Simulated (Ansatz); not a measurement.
# Resistivity from frozen vibrations: Ru(0001) with 2 thermally displaced layers, 2x2, part 2 of 2

Wanted: the phonon-limited resistivity of Ru at 180 K by the Landauer route.

Ansatz 0.2.0; Ansatz plane-wave DFT, PBE, PAW files; ballistic transport by layer matching (Landauer), zero bias; PAW set soft_1.

So far. Step 2 (With 2 displaced layers): Over the solved energies the transmission per spin lies between 5.05 and 5.43, out of 5.32 channels of the lead on average (up to 5.64).

### Step 3. With 6 displaced layers

c

System of this step: Ru(0001) with 6 thermally displaced layers, 2x2. The cell holds 64 atoms: 64 Ru. Its edges and angles: a = 5.412 Å, b = 5.412 Å, c = 34.255 Å, α = 90.0°, β = 90.0°, γ = 120.0°. It derives from Ru. Regions: lead, 40 atoms (40 Ru); scattering region, 24 atoms (24 Ru). The structure is stacked along c, and the current runs across the ab planes.

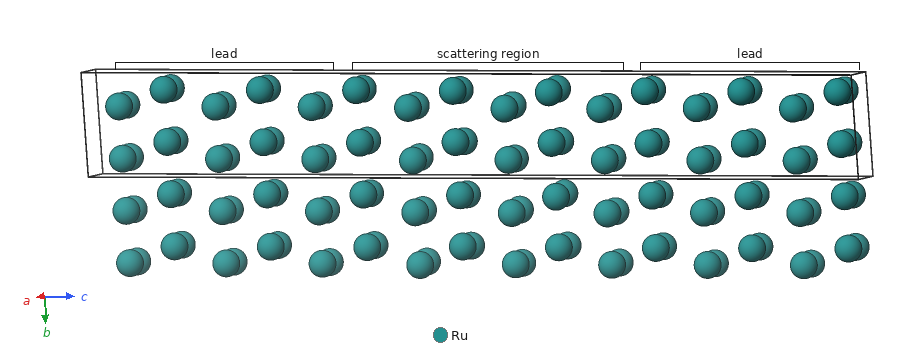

The cell of this step (ruthenium teal). 1×2×1 cells are drawn.

Input file input.yaml:

```yaml
crystal:
  lattice:
    - [5.4116, 0.0, 0.0]
    - [-2.7058, 4.6865830751, 0.0]
    - [0.0, 0.0, 34.2552]
  atoms:
    - { symbol: Ru, position: [0.1666666667, 0.3333333333, 0.03125] }
    - { symbol: Ru, position: [0.1666666667, 0.8333333333, 0.03125] }
    - { symbol: Ru, position: [0.6666666667, 0.3333333333, 0.03125] }
    - { symbol: Ru, position: [0.6666666667, 0.8333333333, 0.03125] }
    - { symbol: Ru, position: [0.3333333333, 0.1666666667, 0.09375] }
    - { symbol: Ru, position: [0.3333333333, 0.6666666667, 0.09375] }
    - { symbol: Ru, position: [0.8333333333, 0.1666666667, 0.09375] }
    - { symbol: Ru, position: [0.8333333333, 0.6666666667, 0.09375] }
    - { symbol: Ru, position: [0.1666666667, 0.3333333333, 0.15625] }
    - { symbol: Ru, position: [0.1666666667, 0.8333333333, 0.15625] }
    - { symbol: Ru, position: [0.6666666667, 0.3333333333, 0.15625] }
    - { symbol: Ru, position: [0.6666666667, 0.8333333333, 0.15625] }
    - { symbol: Ru, position: [0.3333333333, 0.1666666667, 0.21875] }
    - { symbol: Ru, position: [0.3333333333, 0.6666666667, 0.21875] }
    - { symbol: Ru, position: [0.8333333333, 0.1666666667, 0.21875] }
    - { symbol: Ru, position: [0.8333333333, 0.6666666667, 0.21875] }
    - { symbol: Ru, position: [0.1666666667, 0.3333333333, 0.28125] }
    - { symbol: Ru, position: [0.1666666667, 0.8333333333, 0.28125] }
    - { symbol: Ru, position: [0.6666666667, 0.3333333333, 0.28125] }
    - { symbol: Ru, position: [0.6666666667, 0.8333333333, 0.28125] }
    - { symbol: Ru, position: [0.3387051623, 0.1672755371, 0.3430912046] }
    - { symbol: Ru, position: [0.3266813195, 0.6637022065, 0.3439451092] }
    - { symbol: Ru, position: [0.8269932129, 0.1653119416, 0.3436089149] }
    - { symbol: Ru, position: [0.8370619538, 0.6680569059, 0.3440648865] }
    - { symbol: Ru, position: [0.1625797442, 0.332493891, 0.4069446603] }
    - { symbol: Ru, position: [0.1709658728, 0.8251789986, 0.4075914486] }
    - { symbol: Ru, position: [0.6767455086, 0.3383934946, 0.4064843273] }
    - { symbol: Ru, position: [0.6696273665, 0.8427762006, 0.407986934] }
    - { symbol: Ru, position: [0.3476969965, 0.1751839329, 0.4690666655] }
    - { symbol: Ru, position: [0.3265416785, 0.6666378195, 0.4693316854] }
    - { symbol: Ru, position: [0.8273866605, 0.1692256737, 0.4691308911] }
    - { symbol: Ru, position: [0.8334028371, 0.6589977297, 0.4681636825] }
    - { symbol: Ru, position: [0.1604306742, 0.3257571143, 0.5327912087] }
    - { symbol: Ru, position: [0.1649504824, 0.8354639043, 0.5310208856] }
    - { symbol: Ru, position: [0.6798237246, 0.3418846479, 0.5318111973] }
    - { symbol: Ru, position: [0.6544760783, 0.8336702989, 0.5318557966] }
    - { symbol: Ru, position: [0.3369634277, 0.1626647933, 0.595364437] }
    - { symbol: Ru, position: [0.3237850929, 0.6623822821, 0.5945785235] }
    - { symbol: Ru, position: [0.8400927166, 0.1796351571, 0.593917042] }
    - { symbol: Ru, position: [0.8285592226, 0.6642213776, 0.5927831638] }
    - { symbol: Ru, position: [0.1615418289, 0.3374161917, 0.6567649559] }
    - { symbol: Ru, position: [0.1714840016, 0.8284461308, 0.6577466743] }
    - { symbol: Ru, position: [0.6701530888, 0.3435299845, 0.6558665197] }
    - { symbol: Ru, position: [0.6633503468, 0.8349510677, 0.6571639438] }
    - { symbol: Ru, position: [0.3333333333, 0.1666666667, 0.71875] }
    - { symbol: Ru, position: [0.3333333333, 0.6666666667, 0.71875] }
    - { symbol: Ru, position: [0.8333333333, 0.1666666667, 0.71875] }
    - { symbol: Ru, position: [0.8333333333, 0.6666666667, 0.71875] }
    - { symbol: Ru, position: [0.1666666667, 0.3333333333, 0.78125] }
    - { symbol: Ru, position: [0.1666666667, 0.8333333333, 0.78125] }
    - { symbol: Ru, position: [0.6666666667, 0.3333333333, 0.78125] }
    - { symbol: Ru, position: [0.6666666667, 0.8333333333, 0.78125] }
    - { symbol: Ru, position: [0.3333333333, 0.1666666667, 0.84375] }
    - { symbol: Ru, position: [0.3333333333, 0.6666666667, 0.84375] }
    - { symbol: Ru, position: [0.8333333333, 0.1666666667, 0.84375] }
    - { symbol: Ru, position: [0.8333333333, 0.6666666667, 0.84375] }
    - { symbol: Ru, position: [0.1666666667, 0.3333333333, 0.90625] }
    - { symbol: Ru, position: [0.1666666667, 0.8333333333, 0.90625] }
    - { symbol: Ru, position: [0.6666666667, 0.3333333333, 0.90625] }
    - { symbol: Ru, position: [0.6666666667, 0.8333333333, 0.90625] }
    - { symbol: Ru, position: [0.3333333333, 0.1666666667, 0.96875] }
    - { symbol: Ru, position: [0.3333333333, 0.6666666667, 0.96875] }
    - { symbol: Ru, position: [0.8333333333, 0.1666666667, 0.96875] }
    - { symbol: Ru, position: [0.8333333333, 0.6666666667, 0.96875] }
kpoints:
  mp_grid: { grid: [5, 5, 1] }
hamiltonian:
  xc: pbe
  pseudopotentials: { kind: paw, azcp: { folder: soft_1 } }
scf:
  occupations: { method: fermi_dirac, width: 0.1 }
output:
  transmission:
    leads: [[0, 8]]
    kmesh: [10, 10]
    e_range: [-0.05, 0.05]
    de: 0.05
  write_potential: true
  write_density: true
  volumetric_format: npy
```

Started as:

```
$ ansatz run input.yaml --threads 4 --pin off --max-ram 15360MiB --backend cpu --events-out ev --progress --plain --runs-dir out
```

Numbers of over 12 decimals in the logs are rounded to 6 here.

Log:

```text
[...]
Crystal: 64 atoms, lattice volume = 868.777 Å³
Basis set: ecut = 420 eV, 16909 PW (Γ)
Bands: 615, of which v1, the nominal top of the filled ones, is band 512 counted from 1 (511 counted from 0)
Symmetry: 1 space group operations
[...]
k-points: 13 of 25 (time reversal used)
[...]
SCF iter   1: F=—  HF=-376278.404008 eV  |F-HF|=—  |Δ(HF+E_count)|=         —  Δρ=1.22e-1  dr2=1.24e2  ethr=3.10e-3  ⟨swp⟩=5.0  Hψ=25977  notcnv=0  defer=3
[...]
SCF iter   9: F=-376238.836847 eV  HF=-376238.836847 eV  |F-HF|=1.47e-8  |Δ(HF+E_count)|=   4.42e-9  Δρ=8.49e-7  dr2=1.71e-8  ethr=9.77e-12  ⟨swp⟩=2.0  Hψ=14699  notcnv=0
SCF 1 converged in 9 iterations: F = -376238.836847 eV  dr2 = 1.71e-8
[...]
transmission: 329 of 3276 steps passed
transmission: 656 of 3276 steps passed
[...]
transmission: 3276 of 3276 steps passed
SCF converged after 9 iterations
Free energy (F): -376238.836847 eV
[...]
Internal energy: -376236.757389 eV  (E = F + TS)
E sigma→0 (E₀):  -376237.797118 eV
Entropy (-TS):   -2.079458 eV (-32.492 meV/atom)
Fermi energy:    23.366943 eV
[...]
--- Band table (eV; the first three rows and the last of 13) ---
  k-point 0: bands = [... 508 lower, 24.1071, 24.1104, 24.1164, 24.1352, 24.1420, 24.1452, 24.2754, 24.2763, ... 99 higher]
  k-point 1: bands = [... 508 lower, 23.4962, 23.8158, 23.8488, 23.8638, 23.8760, 23.8882, 23.8967, 23.9095, ... 99 higher]
  k-point 2: bands = [... 508 lower, 23.0492, 23.1033, 23.1489, 23.1600, 23.2093, 23.2280, 23.3561, 23.3720, ... 99 higher]
  k-point 12: bands = [... 508 lower, 23.2536, 23.2754, 23.2852, 23.3008, 23.3083, 23.3999, 23.4053, 23.4140, ... 99 higher]
--- Transmission ---
  basis      : 223 plane waves across, 63 finite elements along
  points     : 52, standing for a mesh of 10 x 10
[...]
channels       : 5.280000e0 a spin
[...]
junction   : crystal 0 to crystal 0, 0.70 to 30.67 Å
    transmission   : 4.923839e0 a spin
[...]
```

Elapsed: 19 min, on 4 threads of Arm Neoverse V1, shared host; peak memory 10 GiB.

Numbers from this step:

```yaml
free_energy: -376238.8368 eV
energy_at_zero_smearing: -376237.7971 eV
fermi_energy: 23.37 eV
transmission_per_spin_nearest_the_fermi_level: 4.924
open_channels_per_spin_nearest_the_fermi_level: 5.28
step_of_the_lead_s_potential: 2 meV
```

Per spin. Transmission, zone mean against energy, zero at the Fermi level:

```tsv
energy (eV)	transmission, zone mean
-0.0500	4.89
0.0000	4.92
0.0500	5.29
```

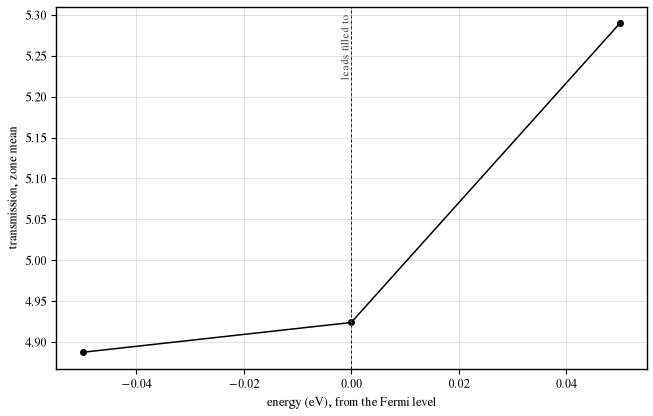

Transmission, zone mean, plotted against energy.

Over the solved energies the transmission per spin lies between 4.89 and 5.29, out of 5.5 channels of the lead on average (up to 6.06).

### Step 4. With 10 displaced layers

f

System of this step: Ru(0001) with 10 thermally displaced layers, 2x2. The cell holds 80 atoms: 80 Ru. Its edges and angles: a = 5.412 Å, b = 5.412 Å, c = 42.819 Å, α = 90.0°, β = 90.0°, γ = 120.0°. It derives from Ru. Regions: lead, 40 atoms (40 Ru); scattering region, 40 atoms (40 Ru). The structure is stacked along c, and the current runs across the ab planes.

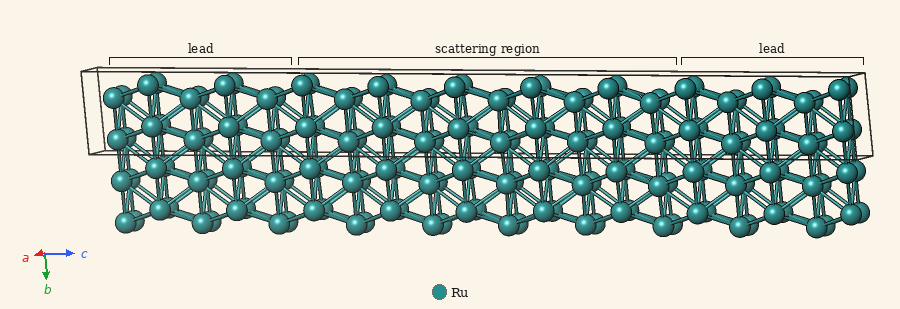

The cell of this step (ruthenium teal). 1×2×1 cells are drawn.

Input file input.yaml:

```yaml
crystal:
  lattice:
    - [5.4116, 0.0, 0.0]
    - [-2.7058, 4.6865830751, 0.0]
    - [0.0, 0.0, 42.819]
  atoms:
    - { symbol: Ru, position: [0.1666666667, 0.3333333333, 0.025] }
    - { symbol: Ru, position: [0.1666666667, 0.8333333333, 0.025] }
    - { symbol: Ru, position: [0.6666666667, 0.3333333333, 0.025] }
    - { symbol: Ru, position: [0.6666666667, 0.8333333333, 0.025] }
    - { symbol: Ru, position: [0.3333333333, 0.1666666667, 0.075] }
    - { symbol: Ru, position: [0.3333333333, 0.6666666667, 0.075] }
    - { symbol: Ru, position: [0.8333333333, 0.1666666667, 0.075] }
    - { symbol: Ru, position: [0.8333333333, 0.6666666667, 0.075] }
    - { symbol: Ru, position: [0.1666666667, 0.3333333333, 0.125] }
    - { symbol: Ru, position: [0.1666666667, 0.8333333333, 0.125] }
    - { symbol: Ru, position: [0.6666666667, 0.3333333333, 0.125] }
    - { symbol: Ru, position: [0.6666666667, 0.8333333333, 0.125] }
    - { symbol: Ru, position: [0.3333333333, 0.1666666667, 0.175] }
    - { symbol: Ru, position: [0.3333333333, 0.6666666667, 0.175] }
    - { symbol: Ru, position: [0.8333333333, 0.1666666667, 0.175] }
    - { symbol: Ru, position: [0.8333333333, 0.6666666667, 0.175] }
    - { symbol: Ru, position: [0.1666666667, 0.3333333333, 0.225] }
    - { symbol: Ru, position: [0.1666666667, 0.8333333333, 0.225] }
    - { symbol: Ru, position: [0.6666666667, 0.3333333333, 0.225] }
    - { symbol: Ru, position: [0.6666666667, 0.8333333333, 0.225] }
    - { symbol: Ru, position: [0.3323403177, 0.1628744907, 0.274049264] }
    - { symbol: Ru, position: [0.327100283, 0.6699222909, 0.2757015672] }
    - { symbol: Ru, position: [0.8289327753, 0.1597085454, 0.275618864] }
    - { symbol: Ru, position: [0.8238427534, 0.662048483, 0.2754402142] }
    - { symbol: Ru, position: [0.1552972102, 0.335835655, 0.3245876985] }
    - { symbol: Ru, position: [0.1670344555, 0.8328430526, 0.3251432707] }
    - { symbol: Ru, position: [0.6681043562, 0.3284217536, 0.3260072762] }
    - { symbol: Ru, position: [0.673471406, 0.8387977658, 0.3258257246] }
    - { symbol: Ru, position: [0.3404841038, 0.1721333401, 0.3750535852] }
    - { symbol: Ru, position: [0.3248935184, 0.6657920474, 0.3744545224] }
    - { symbol: Ru, position: [0.8261903776, 0.1683405355, 0.3745969785] }
    - { symbol: Ru, position: [0.8241798576, 0.6599116728, 0.3751902699] }
    - { symbol: Ru, position: [0.1729608362, 0.3418982258, 0.4249901365] }
    - { symbol: Ru, position: [0.1770510316, 0.8424150979, 0.4258153055] }
    - { symbol: Ru, position: [0.6573789068, 0.3412909003, 0.4252407428] }
    - { symbol: Ru, position: [0.6702456469, 0.8357375868, 0.4252713209] }
    - { symbol: Ru, position: [0.3339626169, 0.1643421655, 0.4736520083] }
    - { symbol: Ru, position: [0.3301197675, 0.6614612994, 0.4757656838] }
    - { symbol: Ru, position: [0.8319840105, 0.1672072946, 0.474397749] }
    - { symbol: Ru, position: [0.8304320013, 0.6665919728, 0.4739470781] }
    - { symbol: Ru, position: [0.1680096644, 0.3326463567, 0.5241594916] }
    - { symbol: Ru, position: [0.1548768214, 0.8366561142, 0.5247890548] }
    - { symbol: Ru, position: [0.662929222, 0.3318038785, 0.5262876257] }
    - { symbol: Ru, position: [0.6666678371, 0.8338943228, 0.5239458747] }
    - { symbol: Ru, position: [0.3455440016, 0.1726087753, 0.5757563066] }
    - { symbol: Ru, position: [0.3365690769, 0.6726033791, 0.5752629491] }
    - { symbol: Ru, position: [0.8362797565, 0.1656809894, 0.5739552209] }
    - { symbol: Ru, position: [0.8328381027, 0.6541349055, 0.5748299187] }
    - { symbol: Ru, position: [0.1621424981, 0.3265792523, 0.625434618] }
    - { symbol: Ru, position: [0.1641283669, 0.8305039567, 0.6253684946] }
    - { symbol: Ru, position: [0.6684914874, 0.3423290586, 0.6252491322] }
    - { symbol: Ru, position: [0.6577102089, 0.8207413062, 0.6240729871] }
    - { symbol: Ru, position: [0.3392652936, 0.1663389296, 0.6747993042] }
    - { symbol: Ru, position: [0.3383964843, 0.6583595921, 0.6745848511] }
    - { symbol: Ru, position: [0.8325813842, 0.1704640786, 0.674529647] }
    - { symbol: Ru, position: [0.8246949154, 0.6562709207, 0.6755170061] }
    - { symbol: Ru, position: [0.1696455238, 0.3302480805, 0.725115785] }
    - { symbol: Ru, position: [0.1578886101, 0.8302776366, 0.7259767733] }
    - { symbol: Ru, position: [0.6749094864, 0.3482963966, 0.7244419912] }
    - { symbol: Ru, position: [0.669288276, 0.8320671403, 0.7254010852] }
    - { symbol: Ru, position: [0.3333333333, 0.1666666667, 0.775] }
    - { symbol: Ru, position: [0.3333333333, 0.6666666667, 0.775] }
    - { symbol: Ru, position: [0.8333333333, 0.1666666667, 0.775] }
    - { symbol: Ru, position: [0.8333333333, 0.6666666667, 0.775] }
    - { symbol: Ru, position: [0.1666666667, 0.3333333333, 0.825] }
    - { symbol: Ru, position: [0.1666666667, 0.8333333333, 0.825] }
    - { symbol: Ru, position: [0.6666666667, 0.3333333333, 0.825] }
    - { symbol: Ru, position: [0.6666666667, 0.8333333333, 0.825] }
    - { symbol: Ru, position: [0.3333333333, 0.1666666667, 0.875] }
    - { symbol: Ru, position: [0.3333333333, 0.6666666667, 0.875] }
    - { symbol: Ru, position: [0.8333333333, 0.1666666667, 0.875] }
    - { symbol: Ru, position: [0.8333333333, 0.6666666667, 0.875] }
    - { symbol: Ru, position: [0.1666666667, 0.3333333333, 0.925] }
    - { symbol: Ru, position: [0.1666666667, 0.8333333333, 0.925] }
    - { symbol: Ru, position: [0.6666666667, 0.3333333333, 0.925] }
    - { symbol: Ru, position: [0.6666666667, 0.8333333333, 0.925] }
    - { symbol: Ru, position: [0.3333333333, 0.1666666667, 0.975] }
    - { symbol: Ru, position: [0.3333333333, 0.6666666667, 0.975] }
    - { symbol: Ru, position: [0.8333333333, 0.1666666667, 0.975] }
    - { symbol: Ru, position: [0.8333333333, 0.6666666667, 0.975] }
kpoints:
  mp_grid: { grid: [5, 5, 1] }
hamiltonian:
  xc: pbe
  pseudopotentials: { kind: paw, azcp: { folder: soft_1 } }
scf:
  occupations: { method: fermi_dirac, width: 0.1 }
output:
  transmission:
    leads: [[0, 8]]
    kmesh: [10, 10]
    e_range: [-0.05, 0.05]
    de: 0.05
  write_potential: true
  write_density: true
  volumetric_format: npy
```

Log:

```text
[...]
Crystal: 80 atoms, lattice volume = 1085.972 Å³
Basis set: ecut = 420 eV, 21185 PW (Γ)
Bands: 768, of which v1, the nominal top of the filled ones, is band 640 counted from 1 (639 counted from 0)
Symmetry: 1 space group operations
[...]
k-points: 13 of 25 (time reversal used)
[...]
SCF iter   1: F=—  HF=-470347.757937 eV  |F-HF|=—  |Δ(HF+E_count)|=         —  Δρ=1.22e-1  dr2=1.56e2  ethr=3.10e-3  ⟨swp⟩=5.0  Hψ=32540  notcnv=0  defer=23
[...]
SCF iter   9: F=-470298.291550 eV  HF=-470298.291550 eV  |F-HF|=1.60e-8  |Δ(HF+E_count)|=   5.18e-9  Δρ=8.20e-7  dr2=1.90e-8  ethr=7.81e-12  ⟨swp⟩=2.0  Hψ=18284  notcnv=0
SCF 1 converged in 9 iterations: F = -470298.291550 eV  dr2 = 1.90e-8
[...]
transmission: 422 of 4212 steps passed
transmission: 845 of 4212 steps passed
[...]
transmission: 4212 of 4212 steps passed
SCF converged after 9 iterations
Free energy (F): -470298.291550 eV
[...]
Internal energy: -470295.732875 eV  (E = F + TS)
E sigma→0 (E₀):  -470297.012212 eV
Entropy (-TS):   -2.558675 eV (-31.983 meV/atom)
Fermi energy:    23.360304 eV
[...]
--- Band table (eV; the first three rows and the last of 13) ---
  k-point 0: bands = [... 636 lower, 24.2321, 24.2598, 24.3702, 24.3822, 24.3946, 24.4035, 24.4081, 24.4096, ... 124 higher]
  k-point 1: bands = [... 636 lower, 23.6077, 23.6164, 23.6292, 23.8142, 23.8268, 23.8346, 23.8543, 23.8621, ... 124 higher]
  k-point 2: bands = [... 636 lower, 23.1429, 23.1488, 23.1687, 23.1722, 23.1902, 23.1948, 23.2760, 23.2945, ... 124 higher]
  k-point 12: bands = [... 636 lower, 23.1709, 23.2923, 23.3138, 23.3303, 23.3417, 23.3471, 23.3575, 23.3678, ... 124 higher]
--- Transmission ---
  basis      : 223 plane waves across, 81 finite elements along
  points     : 52, standing for a mesh of 10 x 10
[...]
channels       : 5.280000e0 a spin
[...]
junction   : crystal 0 to crystal 0, 1.44 to 39.98 Å
    transmission   : 4.614208e0 a spin
[...]
```

It took 32 min on 4 threads; peak memory 8.4 GiB; 2 h of CPU time.

Numbers from this step:

```yaml
free_energy: -470298.2915 eV
energy_at_zero_smearing: -470297.0122 eV
fermi_energy: 23.36 eV
transmission_per_spin_nearest_the_fermi_level: 4.614
step_of_the_lead_s_potential: 1.1 meV
```

Per spin. Transmission, zone mean against energy, zero at the Fermi level:

```tsv
energy (eV)	transmission, zone mean
-0.0500	4.66
0.0000	4.61
0.0500	4.82
```

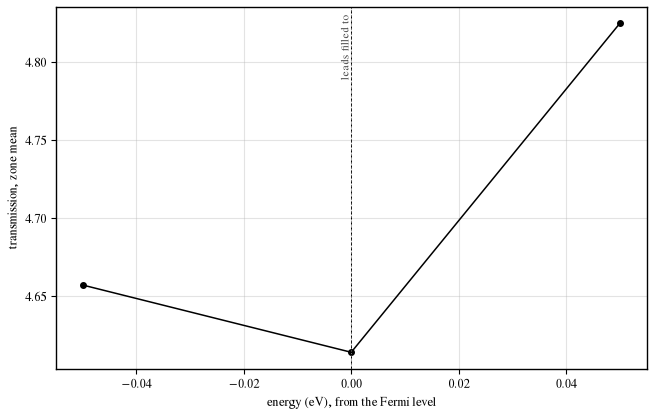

Transmission, zone mean against energy.

Over the solved energies the transmission per spin lies between 4.61 and 4.82, out of 5.44 channels of the lead on average (up to 5.88).

### Step 5. Resistance against length

k

This step: Ansatz plane-wave DFT, PBE, PAW files; ballistic transport by layer matching (Landauer), zero bias; resistivity from the slope of the area resistance; PAW set soft_1 (Ansatz 0.2.0).

This step gave:

| Quantity | Value |
| --- | --- |
| resistivity | 4.599 µΩ cm |
| intercept | -0.003677 fΩ m² |
| scatter about the fit | 1.87e-4 fΩ m² |

Resistance, by row:

```tsv
run	length (Å)	T	channels N	RA (fΩ m²)
n2	4.282	5.184	5.32	0.01615
n6	12.85	5.034	5.5	0.05514
n10	21.41	4.699	5.44	0.09492
```

Area resistance against length of the displaced region:

```tsv
length of the displaced region (Å)	area resistance (fΩ m²)
4.28	0.0161
12.85	0.0551
21.41	0.0949
```

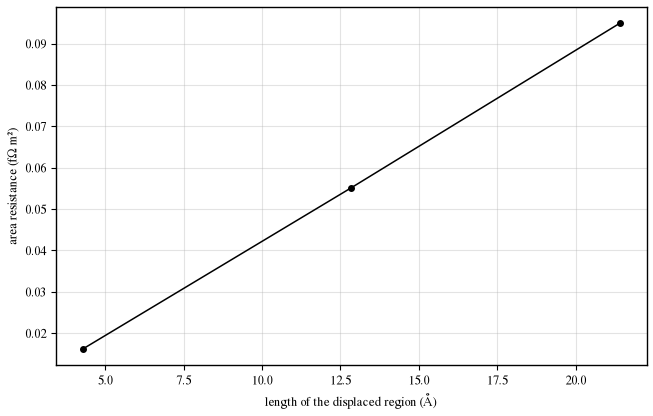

Area resistance against length of the displaced region.

The area resistance goes from 0.016 to 0.095 fΩ m² between 4.3 and 21.4 Å, a slope of 4.6 µΩ cm.

By hand from the end points: (0.09492 − 0.01615) fΩ m² / (21.41 − 4.28) Å = 4.6 µΩ cm, since 1 fΩ m² per Å is 1000 µΩ cm.

### Step 6. Outcome

```json
{
 "resistivity from the slope": "4.60 µΩ cm",
 "area resistance over 4.28 Å": "0.0161 fΩ m²",
 "area resistance over 12.8 Å": "0.0551 fΩ m²",
 "area resistance over 21.4 Å": "0.0949 fΩ m²"
}
```

What this shows: The slope gives 4.6 µΩ cm. The points scatter by 1.9e-4 fΩ m² about the line, with one random draw a length in a 2x2 cell, so the slope is a rough value. The mean square of the displacements drawn is 0.73, 0.99 and 0.93 of the nominal one at the three lengths; with each resistance scaled back by that, the slope is 4.7 µΩ cm, the value used below. The lead's own channel count moves between the runs (5.32, 5.5 and 5.44), which shifts RA and the slope too. Read with a model of isotropic scattering on a spherical Fermi surface and the lead's 1.6×10¹⁵ S/m², this slope means a mean free path near 114 Å; over these lengths the model's slope is 1.17 times its bulk resistivity, which would be 4.0 µΩ cm. This far under the Debye temperature the model doesn't describe a real metal: frozen displacements count zero-point motion as scattering and turn electrons through all angles, while in the metal the short-wave phonons freeze out.

[Logs are printed without paths, hosts, clocks, repeated set-up lines and the standing remarks that a program may print on its own settings, such as how far it seeks lower states.]

[Hosts, paths, dates, database ids (printed as entryN), source tags and the programs' standing remarks are cut or masked in the printed files.]
